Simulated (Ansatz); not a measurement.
# C3H4AlF (SMILES C#[C][Al]([CH3])[F]): BCCD(T)/cc-pVDZ

Aim: the vertical ionisation energy of C3H4AlF at BCCD(T)/cc-pVDZ, from 2 runs. 

Program for the calculation: Ansatz 0.2.0.

60 further runs of the same task are left out: 60 set aside as unsound or not needed.

### Step 1. Starting point

The species is C3H4AlF (9 atoms), meant as a singlet with charge 0. SMILES: `C#[C][Al]([CH3])[F]`. The shape is that of a PBE0-D4/def2-TZVP optimisation.

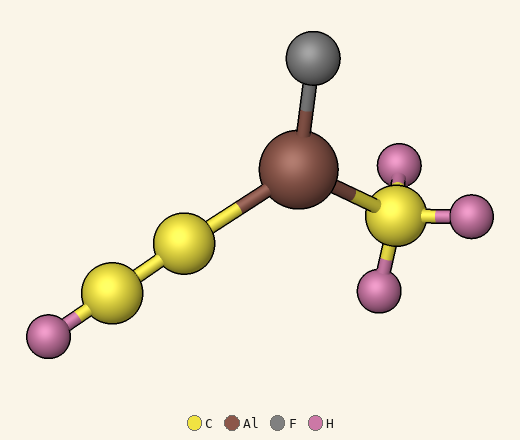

The structure, seen from a chosen angle (carbon yellow, aluminium brown, fluorine grey, hydrogen pink).

### Step 2. The energy at BCCD(T)/cc-pVDZ

File run.yaml:

```yaml
crystal:
  periodic: [false, false, false]
  atoms:
    - {symbol: C, position_ang: [0.214800, 2.769900, 0.344200]}
    - {symbol: C, position_ang: [0.305500, 1.631300, -0.055000]}
    - {symbol: Al, position_ang: [0.406600, -0.178300, -0.626600]}
    - {symbol: C, position_ang: [-0.438400, -1.662200, 0.274100]}
    - {symbol: F, position_ang: [1.286200, -0.460300, -1.993400]}
    - {symbol: H, position_ang: [0.139200, 3.776200, 0.690400]}
    - {symbol: H, position_ang: [-1.159600, -2.156900, -0.383600]}
    - {symbol: H, position_ang: [0.298900, -2.419800, 0.555700]}
    - {symbol: H, position_ang: [-0.964600, -1.346100, 1.177300]}
basis:
  gaussian: {orbitals: cc-pVDZ}
correlation: {method: bccd_t, frozen_orbitals: {Al: 5, C: 1, F: 1, H: 0}}
accuracy: high
scf: {omitted_lower_state_checks: [cluster_reference, increment]}
```

Launch:

```sh
$ ansatz run run.yaml --threads 1 --pin off --max-ram 3480MiB --events-out events.jsonl --progress --plain --runs-dir runs
```

The program printed (excerpt; [...] marks lines left out):

```text
Warning: RAYON_NUM_THREADS=1 ignored (pool sized by the plan → 1); use --threads N
Functional definition: HF
  name "HF"
[...]
2085 factors; integrals over basis functions are off by at most 7.7e-9 eV
[...]
mean field -12444.70828051 eV, -457.3345939826 hartree, gradient 2.2e-8 eV, S^2 0.000000; 0 other end points of the search recorded, 0 dependent functions left out
9 core orbitals not correlated: weight in the atoms' cores, before any rotation towards them, 1.000 or more for the frozen orbitals, at most 0.000 for the correlated occupied ones
reference -12444.70828051 eV, -457.3345939826 hartree; 13, 13 occupied and 72, 72 virtual orbitals, 2085 factors
second order -17.36338602 eV of doubles, -0.00000000 eV of singles
cycle   1  -17.69736074 eV  change   -3.3e-1 eV  update   1.0e-1
[...]
cycle  22  -18.24737985 eV  change    1.0e-9 eV  update   2.1e-9
perturbative correction -0.60810424 eV, -0.0223474186 hartree
Total energy: -12463.56376460 eV, -458.0275202423 hartree
Checks for a lower state left out: cluster_reference, increment
```

Wall time 18 s (1 thread of AMD EPYC 9R45 (Zen 5), shared host); peak memory 0.83 GiB.

### Step 3. The doublet cation, same level

File molecule.yaml:

```yaml
crystal:
  periodic: [false, false, false]
  atoms:
    - symbol: C
      position_ang: [0.214800, 2.769900, 0.344200]
    - symbol: C
      position_ang: [0.305500, 1.631300, -0.055000]
    - symbol: Al
      position_ang: [0.406600, -0.178300, -0.626600]
    - symbol: C
      position_ang: [-0.438400, -1.662200, 0.274100]
    - symbol: F
      position_ang: [1.286200, -0.460300, -1.993400]
    - symbol: H
      position_ang: [0.139200, 3.776200, 0.690400]
    - symbol: H
      position_ang: [-1.159600, -2.156900, -0.383600]
    - symbol: H
      position_ang: [0.298900, -2.419800, 0.555700]
    - symbol: H
      position_ang: [-0.964600, -1.346100, 1.177300]
basis:
  gaussian: {orbitals: cc-pVDZ}
total_charge: 1
magnetization: {spin_polarized: true, initial_magnetization: 1}
correlation: {method: bccd_t, frozen_orbitals: {Al: 5, C: 1, F: 1, H: 0}}
accuracy: high
scf: {omitted_lower_state_checks: [cluster_reference, increment]}
```

Launch:

```sh
$ ansatz run molecule.yaml --threads 1 --pin off --max-ram 3480MiB --events-out events.jsonl --progress --plain --runs-dir runs
```

The program printed (excerpt; [...] marks lines left out):

```text
Warning: RAYON_NUM_THREADS=1 ignored (pool sized by the plan → 1); use --threads N
[... 2 set-up lines as earlier in the session ...]
[...]
2084 factors; integrals over basis functions are off by at most 7.7e-9 eV
[...]
mean field -12435.28643312 eV, -456.9883474773 hartree, gradient 3.0e-8 eV, S^2 0.756081; 8 other end points of the search recorded, 0 dependent functions left out
9 core orbitals not correlated: weight in the atoms' cores, before any rotation towards them, 1.000 or more for the frozen orbitals, at most 0.000 for the correlated occupied ones
reference -12435.28643312 eV, -456.9883474773 hartree; 13, 12 occupied and 72, 73 virtual orbitals, 2084 factors
second order -15.83713012 eV of doubles, -0.00000000 eV of singles
cycle   1  -16.54282048 eV  change   -7.1e-1 eV  update   1.0e-1
[...]
cycle  56  -17.05377589 eV  change   -1.4e-9 eV  update   1.7e-9
perturbative correction -0.54597173 eV, -0.0200640912 hartree
Total energy: -12452.88618074 eV, -457.6351262728 hartree
Checks for a lower state left out: cluster_reference, increment
```

It took 1.8 min on 1 thread of AMD EPYC 9R45 (Zen 5), shared host; peak memory 1.6 GiB.

### Step 4. Summary of results

At BCCD(T)/cc-pVDZ, 9 core orbitals frozen:

| quantity | value |
| --- | --- |
| singlet C3H4AlF: total energy | -458.02752 Eh |
| singlet C3H4AlF: correlation energy (9 core orbitals frozen) | -692.9 mEh |
| singlet C3H4AlF: (T) correction | -22.35 mEh |
| doublet cation: total energy | -457.63513 Eh |
| doublet cation: correlation energy (9 core orbitals frozen) | -646.8 mEh |
| doublet cation: (T) correction | -20.06 mEh |
| doublet cation: ⟨S²⟩ of the reference determinant | 0.756 |
| vertical ionisation energy (to the doublet cation) | 10.678 eV |

In words: The vertical ionisation energy comes to 10.68 eV (1030 kJ/mol). The triples (singlet C3H4AlF) make up 3.2 % of the correlation energy. The triples (doublet cation) make up 3.1 % of the correlation energy.
